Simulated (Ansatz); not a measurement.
# Phonons of HfSnGe in the AlB2 type, part 2 of 3

Question: is the lattice of HfSnGe in the AlB2 type stable, and if so, what are its coupling constant and resistivity?

Ansatz 0.2.0; DFT PBEsol, scalar-relativistic, plane waves, PAW; PAW set soft_1.

So far. Step 2 (Relaxation): The largest force is now zero by symmetry and the largest stress component 0.029 GPa. Step 3 (Relaxing cell and atoms): The largest force is now zero by symmetry and the largest stress component 0.0018 GPa. The relaxed cell has a = 4.939, c = 2.884 Å (conventional setting).

The structure was built from a prototype and need not be the compound's stable phase.

## (4) Tight relaxation

No force is left; the cell is relaxed once more with another smearing and tight thresholds.

Input file input.yaml:

```yaml
crystal:
  lattice:
    - [4.9386189095, 0.0, 0.0]
    - [-2.4693094548, 4.2769694353, 0.0]
    - [0.0, 0.0, 2.8842067977]
  atoms:
    - { symbol: Hf, position: [0.0, 0.0, 0.0] }
    - { symbol: Ge, position: [0.3333333333, 0.6666666667, 0.5] }
    - { symbol: Sn, position: [0.6666666667, 0.3333333333, 0.5] }
kpoints:
  mp_grid: { grid: [6, 6, 10] }
hamiltonian:
  xc: pbesol
  pseudopotentials: { kind: paw, azcp: { folder: soft_1 }, xc_functional: pbe }
scf:
  occupations: { method: methfessel_paxton, width: 0.2 }
output:
  forces: true
  stress: true
  eigenvalues: true
relax:
  adjacent_minimum: "off"
  f_tol: 0.001
  max_steps: 60
  cell: { stress_tol: 0.01 }
```

Started as:

```
$ ansatz run input.yaml --threads 4 --pin off --max-ram 12288MiB --backend cpu --events-out ev --progress --plain --runs-dir out
```

Numbers of over 12 decimals in the logs are rounded to 6 here.

What it wrote:

```text
[the first part of the log is left out]
  E_paw        = -13840.672436  (= ΣΔE_a)
  E_vpaw       = -669.386088  (= ΣTr[D̂ρ^β])
  E_aug_tail   = 0.000402  (compensation charges beyond the density's cutoff)
  E_ewald      = -7741.302808
  E_core_change = 2.453833  (= ΣΔE_core)
  E_smearing   = 0.002751  (= −TS)
  E_closure    = -0.000000  (closes the sum)
  Σ components = -25802.284624   (vs F -25802.284624, Δ=0.00e0)
[...]
--- Stress (GPa, compression-positive) ---
       -0.000141      -0.000000       0.000000
       -0.000000      -0.000141      -0.000000
        0.000000      -0.000000       0.000610
  P = ⅓ Tr σ = 0.0001 GPa (0.001 kbar)
--- Band table (eV; the first three rows and the last of 42) ---
[...]
--- Relaxed structure (5 steps of the walk, 5 accepted, 1 SCFs on fresh bases) ---
[...]
cell:  # Å, volume = 61.0096 Å³
    - [4.932763, 2.883333316930855e-11, -2.4181069687737227e-19]
    - [-2.466382, 4.271898, 1.209053484399116e-19]
    - [-1.4122005938615357e-19, 0, 2.895259]
  atoms:
    - { symbol: Hf, position: [0, 0, 0] }
    - { symbol: Ge, position: [0.333333, 0.666667, 0.5] }
    - { symbol: Sn, position: [0.666667, 0.333333, 0.5] }
```

Elapsed: 14 s, on 4 threads of Intel Xeon 6975P-C (Granite Rapids), shared host; peak memory 0.56 GiB; 53 s of CPU time.

Step by step:

| step | energy less that of the first step (eV) | largest force component (eV/Å) | pressure (GPa) | volume (Å³) |
| --- | --- | --- | --- | --- |
| 1 | 0.0000 | 0.0000 | 0.18 | 60.92 |
| 2 | -0.0002 | 0.0000 | -0.24 | 61.14 |
| 3 | -0.0006 | 0.0000 | 0.03 | 60.99 |
| 4 | -0.0006 | 0.0000 | -0.02 | 61.02 |
| 5 | -0.0006 | 0.0000 | 0.00 | 61.01 |
| 6 | -0.0007 | 0.0000 | 0.00 | 61.01 |

The log counts 1 steps on a newly chosen plane-wave basis, not all of them marked here; energy and pressure can jump at such steps.

| conventional cell, symmetrised | before | after | change |
| --- | --- | --- | --- |
| a (Å) | 4.939 | 4.933 | -0.1 % |
| b (Å) | 4.939 | 4.933 | -0.1 % |
| c (Å) | 2.884 | 2.895 | +0.4 % |
| volume (Å³/atom) | 20.31 | 20.34 | +0.1 % |

The relaxed structure:

```
Hf Ge Sn
1.0
     4.93276    0.00000    0.00000
    -2.46638    4.27190    0.00000
     0.00000    0.00000    2.89526
Hf Ge Sn
1 1 1
Direct
  0.00000 0.00000 0.00000
  0.33333 0.66667 0.50000
  0.66667 0.33333 0.50000
```

Numbers from this step:

```
pressure        : 1.09e-4 GPa
volume per atom : 20.34 Å³/atom
```

The largest force is now zero by symmetry and the largest stress component 6.1e-4 GPa, small enough for phonons.

## (5) Phonons: q 2×2×2, k 4×4×6

Before any scattering is computed, the phonons show whether the structure is a minimum.

Input file input.yaml:

```yaml
crystal:
  lattice:
    - [4.9327630102, 0.0, 0.0]
    - [-2.4663815051, 4.2718980776, 0.0]
    - [0.0, 0.0, 2.8952586895]
  atoms:
    - { symbol: Hf, position: [0.0, 0.0, 0.0] }
    - { symbol: Ge, position: [0.3333333333, 0.6666666667, 0.5] }
    - { symbol: Sn, position: [0.6666666667, 0.3333333333, 0.5] }
kpoints:
  mp_grid: { grid: [4, 4, 6] }
hamiltonian:
  xc: pbesol
  pseudopotentials: { kind: paw, azcp: { folder: soft_1 }, xc_functional: pbe }
scf:
  occupations: { method: methfessel_paxton, width: 0.2 }
output:
  eigenvalues: true
phonons:
  method: dfpt
  qmesh: [2, 2, 2]
  temperatures: { t_max: 1000, t_step: 50 }
  qpath:
    path:
      - [[0.0, 0.0, 0.0], [0.5, 0.0, 0.0], [0.33333333, 0.33333333, 0.0], [0.0, 0.0, 0.0], [0.0, 0.0, 0.5], [0.5, 0.0, 0.5], [0.33333333, 0.33333333, 0.5], [0.0, 0.0, 0.5]]
      - [[0.5, 0.0, 0.5], [0.5, 0.0, 0.0]]
      - [[0.33333333, 0.33333333, 0.5], [0.33333333, 0.33333333, 0.0]]
    npoints: 10
```

What it wrote:

```text
Warning: phonons: the dynamical matrix that this run interpolates holds no multipole term above the dipole-dipole one, and a site of this crystal is no centre of inversion, so its interpolated transverse optical and acoustic branches and sound speeds can stay off near Gamma, and the density of states and the thermodynamics with them. What a run solves at a wave vector of phonons.qpoints, Gamma apart, where the deck admits one, is free of this, and under fd what a larger phonons.supercell samples
[...]
Crystal: 3 atoms, lattice volume = 61.010 Å³
Basis set: ecut = 420 eV, 1191 PW (Γ), exchange–correlation on 72×72×40 points (8 copies of the dense FFT grid, shifted against one another)
Bands: 33, of which v1, the nominal top of the filled ones, is band 27 counted from 1 (26 counted from 0)
Symmetry: 12 space group operations
k-points: 16 of 96 (time reversal used)
[...]
SCF iter   1: F=—  HF=-25805.093874 eV  |F-HF|=—  |Δ(HF+E_count)|=         —  Δρ=7.81e-2  dr2=1.20e1  ethr=3.10e-3  ⟨swp⟩=5.2  Hψ=1861  notcnv=0
[...]
SCF iter  15: F=-25802.216275 eV  HF=-25802.216275 eV  |F-HF|=3.64e-12  |Δ(HF+E_count)|=  1.46e-11  S|Δr|=    0.00e0  Δρ=8.08e-8  dr2=4.76e-12  ethr=1.00e-12  ⟨swp⟩=10.9  Hψ=3074  notcnv=0
SCF 1 converged in 15 iterations: F = -25802.216275 eV  dr2 = 4.76e-12
[...]
SCF iter   1: F=—  HF=-25802.216274 eV  |F-HF|=—  |Δ(HF+E_count)|=         —  Δρ=5.61e-7  dr2=2.11e-10  ethr=2.00e-8  ⟨swp⟩=4.2  Hψ=3670  notcnv=0
eigensolver tolerance schedule: the retry pair's looser diagonalisation over-reported the residual by 51118.80 of it (diagonalisation noise at 0.49 of the residual, at the tolerance the schedule requests for it); recorded, not acted on — ethr = c·dr2/N_el stays at c = 1.0e-1
[...]
SCF iter   2: F=—  HF=-25802.216275 eV  |F-HF|=—  |Δ(HF+E_count)|=   1.41e-6  S|Δr|=    0.00e0  Δρ=3.87e-7  dr2=1.12e-10  ethr=1.00e-12  ⟨swp⟩=3.7  Hψ=1399  notcnv=0
[...]
SCF iter   5: F=-25802.216275 eV  HF=-25802.216275 eV  |F-HF|=0.00e0  |Δ(HF+E_count)|=  7.28e-12  S|Δr|=    0.00e0  Δρ=8.99e-8  dr2=4.59e-12  ethr=1.00e-12  ⟨swp⟩=3.0  Hψ=1127  notcnv=0
SCF 2 converged in 5 iterations: F = -25802.216275 eV  dr2 = 4.59e-12
phonons: the bands overlap, so this run is a metal and interpolates without the dipole-dipole term. If the crystal is really an insulator or semiconductor, its LO-TO splitting is missing
NSCF: frozen V_eff on 16 k-points
[...]
DFPT response loops at q = (0, 0, 0) (fractional): preconditioner auto → Kerker (q_TF=auto, 2.673 Å⁻¹) (partly filled bands, converged f_vac=0.000); β = 1.00, the filter's whole step (`scf.mixing.beta` (0.50) is not read by the response loops under this deck's `scf.mixing.preconditioner`; to damp them name `kerker` or `kerker_dos`, under which they read `scf.mixing.beta`, and type it under 1.00, their step now; both keys bind the ground state too); Broyden in place of MSR1
[...]
SCF converged after 15 iterations
Stability not checked: this state was not tested for a lower state beside it, because cold or Methfessel-Paxton smearing, or corrected tetrahedra, fill the levels in a way that the test cannot read (fill_not_monotonic; see scf.lower_state_search)
Free energy (F): -25802.216275 eV
[...]
Internal energy: -25802.208617 eV  (E = F + TS)
E sigma→0 (E₀):  -25802.214361 eV
Entropy (-TS):   -0.007658 eV (-2.553 meV/atom)
Fermi energy:    15.349585 eV
[...]
--- Band table (eV; the first three rows and the last of 16) ---
  k-point 0: bands = [... 23 lower, 10.8270, 10.8270, 13.1406, 14.8607, 14.8607, 18.9973, 19.4933, 19.4933, ... 2 higher]
  k-point 1: bands = [... 23 lower, 11.3444, 11.3444, 14.1856, 14.5475, 14.5475, 16.6074, 19.3408, 19.3408, ... 2 higher]
  k-point 2: bands = [... 23 lower, 12.0142, 12.8167, 12.8167, 13.7704, 13.7704, 17.4370, 17.8972, 17.8972, ... 2 higher]
  k-point 15: bands = [... 23 lower, 10.6597, 11.8181, 12.4886, 14.6348, 15.5308, 17.0156, 17.0855, 18.2401, ... 2 higher]
--- Phonons (Γ-DFPT): 6 representative perturbations + reference (Σ response iterations 18) ---
  ASR residual: 6.283e-5 → 0.000e0 eV/Å²; symmetrization residual: 2.016e-5 eV/Å²
  ASR residual per site (eV/Å²): 3.59e-5 1.49e-5 6.28e-5
  Γ frequencies (cm⁻¹): 0.00 0.00 0.00 32.37 68.12 94.68 94.68 177.73 177.73
--- Phonons (arbitrary-q DFPT): 4 irreducible q on the 2×2×2 mesh ---
  q = [0.0000, 0.0000, 0.0000] (star 1, of the zone-centre solve; hermiticity 5.75e-6, symmetrization 6.11e-12): -0.00 -0.00 -0.00 32.37 68.12 94.68 94.68 177.73 177.73
  q = [0.0000, 0.0000, -0.5000] (star 1, 6 solved perturbations in 132 linear systems a pass and spin channel, the states on 28 of 96 k-point pairs; hermiticity 1.91e-6, symmetrization 1.01e-9): 52.25 81.28 81.28 92.16 92.16 160.70 161.88 161.88 172.51
  q = [0.0000, -0.5000, 0.0000] (star 3, 9 solved perturbations on 28 of 96 k-point pairs; hermiticity 3.89e-6, symmetrization 5.17e-13): -10.89 33.37 46.34 62.34 74.49 90.43 106.46 149.66 172.46
[...]
sum rule: each row above includes the acoustic sum rule's correction from the zone centre's row sums; it moved no ω² by more than (0.38 cm⁻¹)²
  mesh force constants: q→R imaginary residual 1.38e-17; ASR residual 6.283e-5 → 0.000e0 eV/Å²; symmetrization residual 8.882e-15 eV/Å²
  interpolated dispersion: 93 rows × 9 modes
  density of states and harmonic sums: on the 16×16×22 q-mesh, interpolated from the force constants of a 2×2×2 supercell (no non-analytic term)
  largest difference from the sums on the solved wave vectors: F 1.45e-1 eV, S 1.93e-4 and C_V 4.79e-5 eV/K
  zero-point energy: 0.052313 eV/cell   skipped modes (ω ≤ 0): 202, of them read as no rigid motion or as one in doubt: 199 (5.689e-1 modes/cell left out, lowest -59.36 cm⁻¹)   left out of the sums: 6.33e-2 of the cell's modes: C_V's classical limit lies that fraction below 3 k_B per atom; for a crystal, a wire or a layer, F and S can be off by more, and a phonons.interpolated_qmesh denser along its periods is the remedy for the sampling
```

Elapsed: 26 s, on 4 threads; peak memory 0.69 GiB; 97 s of CPU time.

In the SCF lines HF is the Harris–Foulkes energy and dr2 the Hartree energy of the density residual, in eV; the loop may stop once dr2 is under the threshold and the program's other checks hold. Hψ counts applications of the Hamiltonian.

This step gave:

```
share of imaginary modes in the plain interpolation between solved wavevectors : 0.0625
highest frequency, solved or plainly interpolated                              : 177.7 cm⁻¹
```

Solved on the 2×2×2 mesh alone; all other wavevectors are interpolated. Phonon branches along the path, in cm⁻¹:

| point | branch 1 | branch 2 | branch 3 | branch 4 | branch 5 | branch 6 | branch 7 | branch 8 | branch 9 |
| --- | --- | --- | --- | --- | --- | --- | --- | --- | --- |
| Γ | 0 | 0 | 0 | 32 | 68 | 95 | 95 | 178 | 178 |
| M | -11 | 33 | 46 | 62 | 74 | 90 | 106 | 150 | 172 |
| K | 25 | 45 | 45 | 57 | 68 | 83 | 129 | 134 | 173 |
| Γ | 0 | 0 | 0 | 32 | 68 | 95 | 95 | 178 | 178 |
| A | 52 | 81 | 81 | 92 | 92 | 161 | 162 | 162 | 172 |
| L | -56 | 41 | 69 | 71 | 77 | 133 | 161 | 167 | 169 |
| H | -60 | -41 | 55 | 83 | 98 | 126 | 155 | 168 | 169 |
| A | 52 | 81 | 81 | 92 | 92 | 161 | 162 | 162 | 172 |
| jump to L | -56 | 41 | 69 | 71 | 77 | 133 | 161 | 167 | 169 |
| M | -11 | 33 | 46 | 62 | 74 | 90 | 106 | 150 | 172 |
| jump to H | -60 | -41 | 55 | 83 | 98 | 126 | 155 | 168 | 169 |
| K | 25 | 45 | 45 | 57 | 68 | 83 | 129 | 134 | 173 |

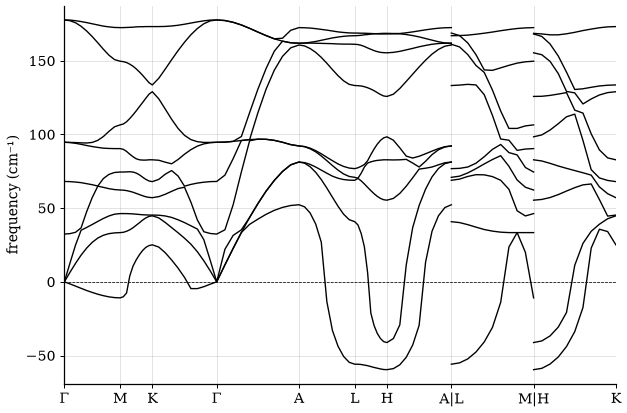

Phonon branches along the path.

Lowest modes at the softest wavevector of the mesh. Modes at q = (0.000, 0.500, 0.500), with each element's share of the kinetic energy (negative means imaginary):

| mode | frequency (cm⁻¹) | Hf % | Ge % | Sn % |
| --- | --- | --- | --- | --- |
| 1 | -55.9 | 24 | 75 | 1 |
| 2 | 40.8 | 0 | 36 | 64 |
| 3 | 68.9 | 0 | 30 | 70 |
| 4 | 70.9 | 100 | 0 | 0 |
| 5 | 76.8 | 70 | 25 | 5 |
| 6 | 133.2 | 6 | 64 | 30 |

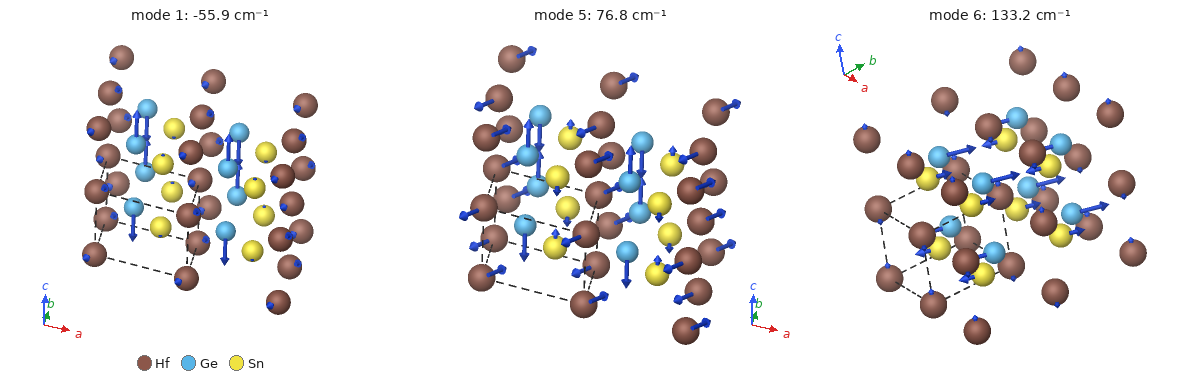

Displacement patterns of modes 1, 5 and 6 at q = (0.000, 0.500, 0.500); arrows are exaggerated. 2×2×2 cells are drawn. Some periodic images of atoms are drawn too.

Among the solved wavevectors the lowest mode, translations apart, is -55.9 cm⁻¹, imaginary.

(Continued in part 3 of 3.)

[Logs are printed without paths, hosts, clocks, repeated set-up lines and the standing remarks that a program may print on its own settings, such as how far it seeks lower states.]

[Hosts, paths, dates, database ids (printed as entryN), source tags and the programs' standing remarks are cut or masked in the printed files.]
